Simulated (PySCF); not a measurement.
# C7H11Cl: the cost of one run

Computed with PySCF 2.14.0 and routines of our own; the level stands in each step. Atoms count from 0.

### Step 1. The starting structure

19 atoms, charge 0, multiplicity 1; geometry from: GFN2-xTB.

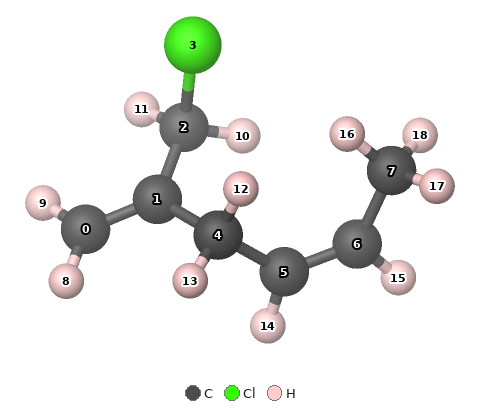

The starting geometry (carbon dark grey, chlorine green, hydrogen pink).

### Step 2. Magnetic properties: GIAO PBE/pcSseg-1

Job settings and geometry (Å):

```
{"job": {"kind": "mag", "xc": "PBE", "basis": "pcSseg-1", "isotopologues": 2}, "charge": 0, "multiplicity": 1}
C     -2.439317    -1.037640    -0.784170
C     -1.369083    -0.575264    -0.156565
C     -1.480517     0.405909     0.964568
Cl    -1.054404    -0.392306     2.518744
C      0.035939    -0.982282    -0.514896
C      0.763833     0.169321    -1.149713
C      1.719624     0.906049    -0.603753
C      2.312155     0.766105     0.760174
H     -2.359849    -1.743684    -1.592825
H     -3.436191    -0.731281    -0.515308
H     -0.774954     1.227960     0.844894
H     -2.494825     0.784957     1.079439
H      0.551807    -1.314148     0.386245
H      0.002388    -1.814900    -1.219804
H      0.427971     0.404372    -2.151715
H      2.151580     1.705234    -1.194437
H      1.775877     0.051899     1.376961
H      3.351726     0.446973     0.680017
H      2.306436     1.731975     1.264681
```

Method: GIAO PBE/pcSseg-1 magnetisability, rotational g tensor and spin-rotation constants, non-relativistic, gas phase.

Launch:

```
OMP_NUM_THREADS=1 python excited_run.py task.json out
```

The driver reads the jobs from task.json and runs them one after another.

Q: Estimate the wall time and peak memory of this first job on 1 thread of Arm Neoverse N1, shared host.

About 80 s, with a peak of 0.7 GiB.
